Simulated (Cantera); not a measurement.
Feed: 1 mol SiCl4, 2.2 mol Cl2, a varied amount of H2, at 850 K and 13300 Pa.

Cantera equilibrium calculation (NASA polynomials, part measured and part estimated; ideal gas, pure solids and liquids). Candidate condensed phases: Si; 19 gas species. Rates play no part.

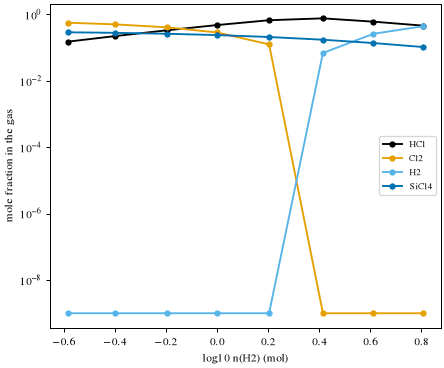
Figure. Equilibrium gas composition (values under 1e-9 drawn at 1e-9)

Question: Read off the mole fractions at 2.6 mol H2.

Answer: HCl about 0.76, SiCl4 about 0.17, H2 about 0.069.
